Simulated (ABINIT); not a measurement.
**CaO (Fm-3m): G0W0 in ABINIT against the k mesh**

Wanted: the cheapest k mesh that holds the gap of CaO (Fm-3m).

Method: PBE and many-body steps on it, plane waves, in ABINIT 10.8.3.

### Step 1. The structure

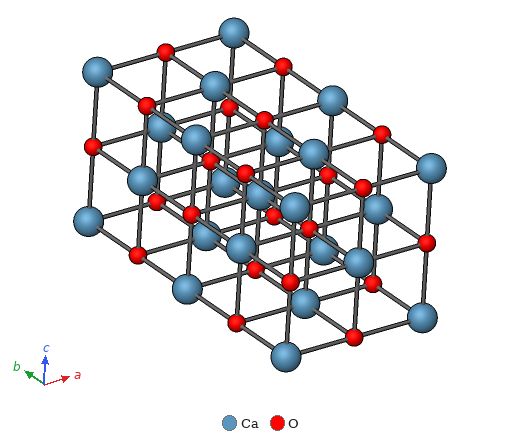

Start, viewed from a free direction; calcium blue, oxygen red. 1×2×1 cells are drawn. This picture shows the conventional cell, with its axes. Some periodic images of atoms are drawn too.

The cell and positions are those that the Materials Project relaxed with its own functionals (PBE, PBE+U or r2SCAN), kept fixed.

### Step 2. Empty states on the mesh, 4×4×4 mesh, 98 bands

This step: ABINIT 10.8.3; DFT, PBE, plane waves, norm-conserving pseudopotentials.

The sums over transitions need many empty states on a uniform mesh; this step solves for them.

Input file run.abi:

```
acell 3*1.0 Angstrom
rprim 
  -0.000000000000 2.403555696000 2.403555696000
  2.403555696000 -0.000000000000 2.403555696000
  2.403555696000 2.403555696000 -0.000000000000
ntypat 2
znucl 20 8
natom 2
typat 1 2
xred 
  0.000000000000 0.000000000000 0.000000000000
  0.500000000000 0.500000000000 0.500000000000
pp_dirpath "pseudos"
pseudos "Ca.upf, O.upf"
ecut 36
ngkpt 4 4 4
nshiftk 1
shiftk 0 0 0
kptopt 1
chksymbreak 0
irdden 1
istwfk *1
nband 98
prtvol 0
optdriver 6
gwr_task "HDIAGO"
paral_kgb 0
occopt 1
indata_prefix "in"
outdata_prefix "out"
tmpdata_prefix "tmp"
```

Command:

```bash
$ OMP_NUM_THREADS=1 mpirun -n 4 abinit run.abi > log
```

Numbers of over 12 decimals in the logs are rounded to 6 here.

Log:

```text
.Version 10.8.3 of ABINIT. v10.8.2 released Aug 2026.

 Symmetries : space group Fm -3 m (#225); Bravais cF (face-center cubic)
[... echo of the input left out ...]
== DATASET  1 ==================================================================
-   mpi_nproc: 4, omp_nthreads: 1 (-1 if OMP is not activated)

--- !DatasetInfo
iteration_state: {dtset: 1, }
dimensions: {natom: 2, nkpt: 8, mband: 98, nsppol: 1, nspinor: 1, nspden: 1, mpw: 1964, }
cutoff_energies: {ecut:  36.0, pawecutdg:  -1.0, }
[...]
Indirect band gap semiconductor
 Fundamental gap:     3.662 (eV)
   VBM:     5.095 (eV) at k: [ 0.0000E+00,  0.0000E+00,  0.0000E+00]
   CBM:     8.757 (eV) at k: [ 5.0000E-01,  5.0000E-01,  0.0000E+00]
 Direct gap:         4.035 (eV) at k: [ 5.0000E-01,  5.0000E-01,  0.0000E+00]

== END DATASET(S) ==============================================================
================================================================================

 -outvars: echo values of variables after computation  --------
           etotal      0.0000000000E+00
            nband          98
             nkpt           8
          spgroup         225
 [... the other variables as echoed above ...]

 Calculation completed.
```

Wall time 13 s (4 MPI ranks of Arm Neoverse V2, shared host); peak memory 1.1 GiB; 52 s of CPU time.

Numbers from this step:

```yaml
gap: 3.662 eV
k_of_the_valence_top: 0, 0, 0
k_of_the_conduction_bottom: 0.5, 0.5, 0
least_direct_gap: 4.035 eV
k_points_computed: 8
lowest_point_of_the_top_converged_band_above_the_valence_top: 104.9958 eV
```

On this mesh the gap is 3.662 eV.

The density comes from a self-consistent run that is not shown.

### Step 3. Empty states on the mesh, 2×2×2 mesh, 32 bands

Edit run.abi of step 2 so:

```diff
@@ -15,3 +15,3 @@
 ecut 36
-ngkpt 4 4 4
+ngkpt 2 2 2
 nshiftk 1
@@ -20,10 +20,10 @@
 chksymbreak 0
+iscf -2
 irdden 1
 istwfk *1
-nband 98
+nband 32
+nbdbuf 4
+tolwfr 1e-09
+nstep 60
 prtvol 0
-optdriver 6
-gwr_task "HDIAGO"
-paral_kgb 0
-occopt 1
 indata_prefix "in"
```

Log:

```text
.Version 10.8.3 of ABINIT. v10.8.2 released Aug 2026.

 Symmetries : space group Fm -3 m (#225); Bravais cF (face-center cubic)
[... echo of the input left out ...]
== DATASET  1 ==================================================================
-   mpi_nproc: 4, omp_nthreads: 1 (-1 if OMP is not activated)
-    --> not optimal distribution: autoparal keyword recommended in input file <--

--- !DatasetInfo
iteration_state: {dtset: 1, }
dimensions: {natom: 2, nkpt: 3, mband: 32, nsppol: 1, nspinor: 1, nspden: 1, mpw: 1964, }
cutoff_energies: {ecut:  36.0, pawecutdg:  -1.0, }
[...]
1.01111    1.01111    1.19620    1.19620    1.19620    1.21506    1.21506    1.21584
   1.21584    1.21584    1.53721    1.70455    1.70455    1.70455    1.85025    1.85029
 prteigrs : prtvol=0 or 1, do not print more k-points.

== END DATASET(S) ==============================================================
================================================================================

 -outvars: echo values of variables after computation  --------
            nband          32
             nkpt           3
          spgroup         225
 [... the other variables as echoed above ...]

 Calculation completed.
```

Run time: 2.6 s. Hardware: 4 MPI ranks; peak memory 0.07 GiB.

Numbers from this step:

```yaml
gap: 3.662 eV
k_of_the_valence_top: 0, 0, 0
k_of_the_conduction_bottom: 0.5, 0.5, 0
least_direct_gap: 4.035 eV
k_points_computed: 3
lowest_point_of_the_top_converged_band_above_the_valence_top: 35.60 eV
```

On this mesh the gap is 3.662 eV.

### Step 4. Empty states on the mesh, 6×6×6 mesh, 32 bands

Edit run.abi of step 3 so:

```diff
@@ -15,3 +15,3 @@
 ecut 36
-ngkpt 2 2 2
+ngkpt 6 6 6
 nshiftk 1
```

Log:

```text
.Version 10.8.3 of ABINIT. v10.8.2 released Aug 2026.

 Symmetries : space group Fm -3 m (#225); Bravais cF (face-center cubic)
[... echo of the input left out ...]
== DATASET  1 ==================================================================
-   mpi_nproc: 4, omp_nthreads: 1 (-1 if OMP is not activated)

--- !DatasetInfo
iteration_state: {dtset: 1, }
dimensions: {natom: 2, nkpt: 16, mband: 32, nsppol: 1, nspinor: 1, nspden: 1, mpw: 1964, }
cutoff_energies: {ecut:  36.0, pawecutdg:  -1.0, }
[...]
1.01111    1.01111    1.19620    1.19620    1.19620    1.21506    1.21506    1.21584
   1.21584    1.21584    1.53721    1.70455    1.70455    1.70455    1.85025    1.85029
 prteigrs : prtvol=0 or 1, do not print more k-points.

== END DATASET(S) ==============================================================
================================================================================

 -outvars: echo values of variables after computation  --------
            nband          32
             nkpt          16
          spgroup         225
 [... the other variables as echoed above ...]

 Calculation completed.
```

The job ended after 4.8 s (4 MPI ranks; peak memory 0.26 GiB; 19 s of CPU time).

Numbers from this step:

* gap: 3.662 eV
* k of the valence top: 0, 0, 0
* k of the conduction bottom: 0.5, 0.5, 0
* least direct gap: 4.035 eV
* k points computed: 16
* lowest point of the top converged band, above the valence top: 35.60 eV

On this mesh the gap is 3.662 eV.

### Step 5. Screening, 2×2×2 mesh, 28 bands, screening to 130.6 eV

The RPA dielectric matrix is built and inverted for each q.

This step: RPA screening on PBE, plane waves, norm-conserving pseudopotentials.

Edit run.abi of step 4 so:

```diff
@@ -15,3 +15,3 @@
 ecut 36
-ngkpt 6 6 6
+ngkpt 2 2 2
 nshiftk 1
@@ -20,10 +20,11 @@
 chksymbreak 0
-iscf -2
-irdden 1
 istwfk *1
-nband 32
-nbdbuf 4
-tolwfr 1e-09
-nstep 60
-prtvol 0
+occopt 1
+irdwfk 1
+optdriver 3
+nband 28
+ecuteps 4.8
+inclvkb 2
+awtr 1
+symchi 1
 indata_prefix "in"
```

Log:

```text
.Version 10.8.3 of ABINIT. v10.8.2 released Aug 2026.

 Symmetries : space group Fm -3 m (#225); Bravais cF (face-center cubic)
[... echo of the input left out ...]
== DATASET  1 ==================================================================
-   mpi_nproc: 4, omp_nthreads: 1 (-1 if OMP is not activated)

--- !DatasetInfo
iteration_state: {dtset: 1, }
dimensions: {natom: 2, nkpt: 3, mband: 28, nsppol: 1, nspinor: 1, nspden: 1, mpw: 1964, }
cutoff_energies: {ecut:  36.0, pawecutdg:  -1.0, }
electrons: {nelect:   1.60000000E+01, charge:   0.00000000E+00, occopt:   1.00000000E+00, tsmear:   1.00000000E-02, }

 SCREENING: Calculation of the susceptibility and dielectric matrices

 Based on a program developped by R.W. Godby, V. Olevano, G. Onida, and L. Reining.
 Incorporated in ABINIT by V. Olevano, G.-M. Rignanese, and M. Torrent.
.Using double precision arithmetic ; gwpc =  8

[... cell and pseudopotentials left out ...]
--------------------------------------------------------------------------------

 ==== K-mesh for the wavefunctions ====
 Number of points in the irreducible wedge :     3
[... list of points left out ...]
 Together with 48 symmetry operations and time-reversal symmetry
 yields     8 points in the full Brillouin Zone.

 ==== Q-mesh for the screening function ====
 Number of points in the irreducible wedge :     3
[... list of points left out ...]
 Together with 48 symmetry operations and time-reversal symmetry
 yields     8 points in the full Brillouin Zone.

 setmesh: FFT mesh size selected  =    24x   24x   24
          total number of points  =        13824

 vcoul_init : cutoff-mode = AUXILIARY_FUNCTION
 q-points for optical limit:   1
     1)      0.000010    0.000020    0.000030

- screening: taking advantage of time-reversal symmetry
- Maximum band index for partially occupied states nbvw = 8
- Remaining bands to be divided among processors   nbcw = 20
- Number of bands treated by each node ~5

 Number of electrons calculated from density =   16.0000; Expected =   16.0000
 average of density, n =  0.085375
 r_s =    1.4088
 omega_plasma =   28.1852 [eV]

 calculating chi0 at frequencies [eV] :
  1    0.000000E+00    0.000000E+00
  2    0.000000E+00    2.818519E+01

--------------------------------------------------------------------------------
  q-point number  1        q = ( 0.000000, 0.000000, 0.000000) [r.l.u.]
--------------------------------------------------------------------------------
[... chi0 elements left out ...]
 For q-point:  0.000010 0.000020 0.000030
  dielectric constant =   5.3352
  dielectric constant without local fields =   5.8088

  Average fulfillment of the sum rule on Im[epsilon] for q-point    1 :     33.37  [%]
[... wings left out ...]
  q-point number  2        q = ( 0.500000, 0.000000, 0.000000) [r.l.u.]
--------------------------------------------------------------------------------
[... chi0 elements left out ...]
  Average fulfillment of the sum rule on Im[epsilon] for q-point    2 :     48.65  [%]

 [... 1 further q-points ...]
```

It took 2.1 s on 4 MPI ranks; peak memory 0.08 GiB; 7.8 s of CPU time.

Numbers from this step:

```yaml
eps_infinity_with_local_fields_on_this_mesh_along_the_program_s_q_direction: 5.335
the_same_without_local_fields: 5.809
plasma_frequency: 28.19 eV
plane_waves_in_the_screening_matrix: 113
```

Local fields lower ε∞ by 8 %. On a Γ-centred mesh this coarse the value itself is usually too large, while a short band sum pulls it down.

### Step 6. 2×2×2

This step: G0W0 on PBE, plane waves, norm-conserving pseudopotentials.

Edit run.abi of step 5 so:

```diff
@@ -23,8 +23,17 @@
 irdwfk 1
-optdriver 3
+optdriver 4
 nband 28
+gwcalctyp 0
+ecutsigx 36
+symsigma 1
+nkptgw 2
+kptgw 
+  0.0000000000 0.0000000000 0.0000000000
+  0.5000000000 0.5000000000 0.0000000000
+bdgw 
+  6 12
+  7 10
 ecuteps 4.8
-inclvkb 2
-awtr 1
-symchi 1
+irdscr 1
+ppmodel 1
 indata_prefix "in"
```

Log:

```text
.Version 10.8.3 of ABINIT. v10.8.2 released Aug 2026.

 Symmetries : space group Fm -3 m (#225); Bravais cF (face-center cubic)
[... echo of the input left out ...]
== DATASET  1 ==================================================================
-   mpi_nproc: 4, omp_nthreads: 1 (-1 if OMP is not activated)

--- !DatasetInfo
iteration_state: {dtset: 1, }
dimensions: {natom: 2, nkpt: 3, mband: 28, nsppol: 1, nspinor: 1, nspden: 1, mpw: 1964, }
cutoff_energies: {ecut:  36.0, pawecutdg:  -1.0, }
electrons: {nelect:   1.60000000E+01, charge:   0.00000000E+00, occopt:   1.00000000E+00, tsmear:   1.00000000E-02, }

 SIGMA: Calculation of the GW corrections

 Based on a program developped by R.W. Godby, V. Olevano, G. Onida, and L. Reining.
 Incorporated in ABINIT by V. Olevano, G.-M. Rignanese, and M. Torrent.
.Using double precision arithmetic ; gwpc =  8

[... cell and pseudopotentials left out ...]
--------------------------------------------------------------------------------

 ==== K-mesh for the wavefunctions ====
 Number of points in the irreducible wedge :     3
[... list of points left out ...]
 Together with 48 symmetry operations and time-reversal symmetry
 yields     8 points in the full Brillouin Zone.

 ==== Q-mesh for screening function ====
 Number of points in the irreducible wedge :     3
[... list of points left out ...]
 Together with 48 symmetry operations and time-reversal symmetry
 yields     8 points in the full Brillouin Zone.

 vcoul_init : cutoff-mode = AUXILIARY_FUNCTION
 q-points for optical limit:   1
     1)      0.000010    0.000020    0.000030
 setmesh: FFT mesh size selected  =    36x   36x   36
          total number of points  =        46656

 Number of electrons calculated from density =   16.0000; Expected =   16.0000
 average of density, n =  0.085375
 r_s =    1.4088
 omega_plasma =   28.1852 [eV]

 === KS Band Gaps ===
  >>>> For spin  1
   Minimum direct gap =   4.0354 [eV], located at k-point      :   0.5000  0.5000  0.0000
   Fundamental gap    =   3.6617 [eV], Top of valence bands at :   0.0000  0.0000  0.0000
                                       Bottom of conduction at :   0.5000  0.5000  0.0000
 SIGMA fundamental parameters:
 PLASMON POLE MODEL  1
 number of plane-waves for SigmaX                 1917
 number of plane-waves for SigmaC and W            113
 number of plane-waves for wavefunctions          1917
 number of bands                                    28
 number of independent spin polarizations            1
 number of spinorial components                      1
 number of k-points in IBZ                           3
 number of q-points in IBZ                           3
 number of symmetry operations                      48
 number of k-points in BZ                            8
 number of q-points in BZ                            8
 number of frequencies for dSigma/dE                 9
 frequency step for dSigma/dE [eV]                0.25
 number of omega for Sigma on real axis              0
 max omega for Sigma on real axis  [eV]           0.00
 zcut for avoiding poles [eV]                     0.10

 EPSILON^-1 parameters (SCR file):
 dimension of the eps^-1 matrix on file            113
 dimension of the eps^-1 matrix used               113
 number of plane-waves for wavefunctions          1917
 number of bands                                    28
 number of q-points in IBZ                           3
 number of frequencies                               2
 number of real frequencies                          1
 number of imag frequencies                          1

 matrix elements of self-energy operator (all in [eV])

 Perturbative Calculation

--- !SelfEnergy_ee
iteration_state: {dtset: 1, }
kpoint     : [   0.000,    0.000,    0.000, ]
spin       : 1
KS_gap     :    4.745
QP_gap     :    5.714
Delta_QP_KS:    0.970
data: !SigmaeeData |
     Band     E0 <VxcDFT>   SigX SigC(E0)      Z dSigC/dE  Sig(E)    E-E0       E
        6   5.095 -19.480 -24.328   4.988   0.787  -0.271 -19.370   0.110   5.205
        7   5.095 -19.480 -24.328   4.988   0.787  -0.271 -19.370   0.110   5.205
        8   5.095 -19.480 -24.328   4.988   0.787  -0.271 -19.370   0.110   5.205
        9   9.840 -10.782  -5.868  -3.631   0.841  -0.189  -9.702   1.080  10.920
       10  11.332 -13.840  -6.773  -3.879   0.839  -0.192 -11.164   2.675  14.007
       11  11.332 -13.840  -6.773  -3.879   0.839  -0.192 -11.164   2.675  14.007
       12  11.332 -13.840  -6.773  -3.879   0.839  -0.192 -11.164   2.675  14.007

--- !SelfEnergy_ee
iteration_state: {dtset: 1, }
kpoint     : [   0.500,    0.500,    0.000, ]
spin       : 1
KS_gap     :    4.035
QP_gap     :    5.873
Delta_QP_KS:    1.838
data: !SigmaeeData |
     Band     E0 <VxcDFT>   SigX SigC(E0)      Z dSigC/dE  Sig(E)    E-E0       E
        7   4.721 -19.000 -23.872   4.881   0.788  -0.268 -18.993   0.007   4.728
        8   4.721 -19.000 -23.872   4.881   0.788  -0.268 -18.993   0.007   4.728
        9   8.757 -11.322  -5.474  -3.670   0.847  -0.181  -9.477   1.845  10.602
       10  13.145 -16.103  -8.653  -3.843   0.833  -0.201 -13.099   3.004  16.149

== END DATASET(S) ==============================================================
================================================================================

 -outvars: echo values of variables after computation  --------
           etotal      0.0000000000E+00
            nband          28
             nkpt           3
          spgroup         225
 [... the other variables as echoed above ...]

 Calculation completed.
```

Run time: 2.2 s. Hardware: 4 MPI ranks; peak memory 0.11 GiB.

Numbers from this step:

| Property | Result |
| --- | --- |
| G0W0 gap on the points computed | 5.397 eV |
| starting gap on the mesh | 3.662 eV |
| k of the valence top | 0, 0, 0 |
| k of the conduction bottom | 0.5, 0.5, 0 |
| Z at the valence top | 0.787 |
| Z at the conduction bottom | 0.847 |
| least direct G0W0 gap on the computed points | 5.715 eV |

### Step 7. Screening, 4×4×4 mesh, 28 bands, screening to 130.6 eV

This step: RPA screening on PBE, plane waves, norm-conserving pseudopotentials.

Edit run.abi of step 6 so:

```diff
@@ -15,3 +15,3 @@
 ecut 36
-ngkpt 2 2 2
+ngkpt 4 4 4
 nshiftk 1
@@ -23,17 +23,8 @@
 irdwfk 1
-optdriver 4
+optdriver 3
 nband 28
-gwcalctyp 0
-ecutsigx 36
-symsigma 1
-nkptgw 2
-kptgw 
-  0.0000000000 0.0000000000 0.0000000000
-  0.5000000000 0.5000000000 0.0000000000
-bdgw 
-  6 12
-  7 10
 ecuteps 4.8
-irdscr 1
-ppmodel 1
+inclvkb 2
+awtr 1
+symchi 1
 indata_prefix "in"
```

Log:

```text
.Version 10.8.3 of ABINIT. v10.8.2 released Aug 2026.

 Symmetries : space group Fm -3 m (#225); Bravais cF (face-center cubic)
[... echo of the input left out ...]
== DATASET  1 ==================================================================
-   mpi_nproc: 4, omp_nthreads: 1 (-1 if OMP is not activated)

--- !DatasetInfo
iteration_state: {dtset: 1, }
dimensions: {natom: 2, nkpt: 8, mband: 28, nsppol: 1, nspinor: 1, nspden: 1, mpw: 1964, }
cutoff_energies: {ecut:  36.0, pawecutdg:  -1.0, }
electrons: {nelect:   1.60000000E+01, charge:   0.00000000E+00, occopt:   1.00000000E+00, tsmear:   1.00000000E-02, }

 SCREENING: Calculation of the susceptibility and dielectric matrices

 Based on a program developped by R.W. Godby, V. Olevano, G. Onida, and L. Reining.
 Incorporated in ABINIT by V. Olevano, G.-M. Rignanese, and M. Torrent.
.Using double precision arithmetic ; gwpc =  8

[... cell and pseudopotentials left out ...]
--------------------------------------------------------------------------------

 ==== K-mesh for the wavefunctions ====
 Number of points in the irreducible wedge :     8
[... list of points left out ...]
 Together with 48 symmetry operations and time-reversal symmetry
 yields    64 points in the full Brillouin Zone.

 ==== Q-mesh for the screening function ====
 Number of points in the irreducible wedge :     8
[... list of points left out ...]
 Together with 48 symmetry operations and time-reversal symmetry
 yields    64 points in the full Brillouin Zone.

 setmesh: FFT mesh size selected  =    24x   24x   24
          total number of points  =        13824

 vcoul_init : cutoff-mode = AUXILIARY_FUNCTION
 q-points for optical limit:   1
     1)      0.000010    0.000020    0.000030

- screening: taking advantage of time-reversal symmetry
- Maximum band index for partially occupied states nbvw = 8
- Remaining bands to be divided among processors   nbcw = 20
- Number of bands treated by each node ~5

 Number of electrons calculated from density =   16.0000; Expected =   16.0000
 average of density, n =  0.085375
 r_s =    1.4088
 omega_plasma =   28.1852 [eV]

 calculating chi0 at frequencies [eV] :
  1    0.000000E+00    0.000000E+00
  2    0.000000E+00    2.818519E+01

--------------------------------------------------------------------------------
  q-point number  1        q = ( 0.000000, 0.000000, 0.000000) [r.l.u.]
--------------------------------------------------------------------------------
[... chi0 elements left out ...]
 For q-point:  0.000010 0.000020 0.000030
  dielectric constant =   3.6547
  dielectric constant without local fields =   3.9986

  Average fulfillment of the sum rule on Im[epsilon] for q-point    1 :     34.19  [%]
[... wings left out ...]
  q-point number  2        q = ( 0.250000, 0.000000, 0.000000) [r.l.u.]
--------------------------------------------------------------------------------
[... chi0 elements left out ...]
  Average fulfillment of the sum rule on Im[epsilon] for q-point    2 :     58.19  [%]

 [... 6 further q-points ...]
```

Run time: 3.6 s. Hardware: 4 MPI ranks; peak memory 0.39 GiB; 14 s of CPU time.

Numbers from this step:

| Item | Value |
| --- | --- |
| ε∞ with local fields, on this mesh, along the program's q direction | 3.655 |
| the same without local fields | 3.999 |
| plasma frequency | 28.19 eV |
| plane waves in the screening matrix | 113 |

(Part 1 of 2 ends here.)

[Paths, hosts, dates, memory and timing lines, banners, echoed tables and standing remarks are left out of the program output.]

[Logs are printed without paths, hosts, clocks, repeated set-up lines and the standing remarks that a program may print on its own settings, such as how far it seeks lower states.]

[Runs of the session that timed out or met a known fault of the program may be left out.]

[Hosts, paths, dates, database ids (printed as entryN), source tags and the programs' standing remarks are cut or masked in the printed files.]

[G0W0 gaps are taken among the corrected bands and points alone; a level outside them can change the order at an edge.]

[Where Ansatz stands beside ABINIT at settings called matched, ABINIT's density can come from a denser mesh and the files from another edition; pairs whose starting gaps differed by over 0.03 eV were left out, so agreement reads better than it is.]
